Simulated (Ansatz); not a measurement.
```tsv
atom	x (Å)	y (Å)	z (Å)
C	-1.1034	-0.9863	0.5623
C	-0.0730	-0.0788	0.0203
C	0.4164	0.2823	-1.1610
Cl	0.0845	-0.1467	-2.7790
Si	1.2624	1.1617	0.1587
H	-0.6545	-1.7096	1.2479
H	-1.8446	-0.4239	1.1362
H	-1.6162	-1.5297	-0.2348
H	0.9793	2.5875	0.4581
H	2.6323	0.7923	0.5943
```

Geometry: PBE0-D4/def2-TZVP.

These are results of RKS PBE0-D4/def2-TZVPP (Ansatz), not measurements.

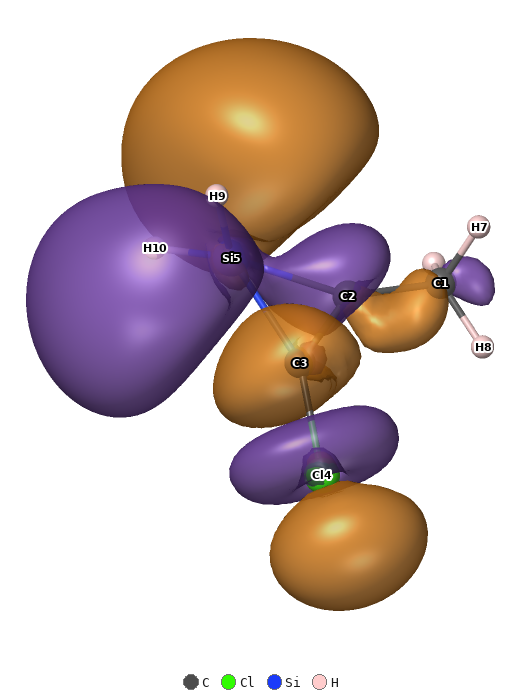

C3H5ClSi. The LUMO at ±0.05 Å⁻³ᐟ² (orange and purple are the two phases), seen at a tilt.

What is the character of this orbital?

Its weight (Hirshfeld) is mainly on Si5 (about 55 %), Cl4 (about 10 %), C3 (about 10 %), C2 (about 5 %), H9 (about 5 %) and H10 (about 5 %). Its energy is −0.40 eV.
